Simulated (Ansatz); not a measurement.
**CH₄GaO radical: basis-set convergence**

Aim: see how fast density functionals converge with the basis set for CH₄GaO radical.

Method: one geometry, several basis sets; program: Ansatz 0.2.0, Gaussian basis.

Levels to be run: PBE0-D4/def2-SVP; ωB97M-V/def2-SVP; PBE0-D4/def2-QZVPP; ωB97M-V/def2-QZVPP; the functionals' def2-TZVPP values are taken from earlier runs.

**1. Structure used throughout**

The geometry comes from an earlier relaxation with PBE0-D4 in a triple-zeta def2 set; it is a stationary point, not always the lowest conformer.

SMILES `[CH3][Ga][OH]`, 7 atoms, charge 0, spin multiplicity 2.

Atoms are counted from 1 here; the program's logs count them from 0.

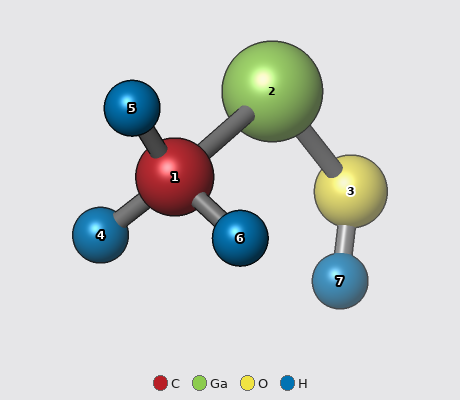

The geometry (carbon red, gallium green, oxygen yellow, hydrogen blue); atoms are numbered from 1 in the order of the file.

**2. PBE0-D4 in def2-SVP**

in.yaml reads:

```yaml
crystal:
  periodic: [false, false, false]
  atoms:
    - {symbol: C, position_ang: [-0.826536, 0.551064, -0.249745]}
    - {symbol: Ga, position_ang: [1.056703, 0.055300, -0.742147]}
    - {symbol: O, position_ang: [1.919400, -1.122736, 0.319790]}
    - {symbol: H, position_ang: [-1.428460, -0.361076, -0.251525]}
    - {symbol: H, position_ang: [-1.248469, 1.272482, -0.947014]}
    - {symbol: H, position_ang: [-0.813629, 0.973454, 0.758073]}
    - {symbol: H, position_ang: [1.402191, -1.436488, 1.066868]}
basis:
  gaussian: {orbitals: def2-SVP}
magnetization: {spin_polarized: true, initial_magnetization: 1}
hamiltonian: {xc: pbe0, dispersion: d4}
output: {orbitals: {seedname: orbitals}}
```

The run is started by

```bash
> ansatz run in.yaml --threads 2 --pin off --events-out ev --progress --plain --max-ram 32768MiB --backend cpu
```

After this run come: ωB97M-V in def2-SVP; PBE0-D4 in def2-QZVPP; ωB97M-V in def2-QZVPP.

**Question.** What will the summary of the whole plan be? Wanted: PBE0-D4: double and triple zeta above quadruple; ωB97M-V: double and triple zeta above quadruple.

The runs gave:

```
                                       quantity           value
PBE0-D4: double and triple zeta above quadruple  12.01, 1.38 eV
ωB97M-V: double and triple zeta above quadruple  12.08, 1.34 eV
```

In words: PBE0-D4 gains 10.63 eV from double to triple zeta, then 1.38 eV more. Total energies overstate the basis error of differences, where much of it tends to cancel.
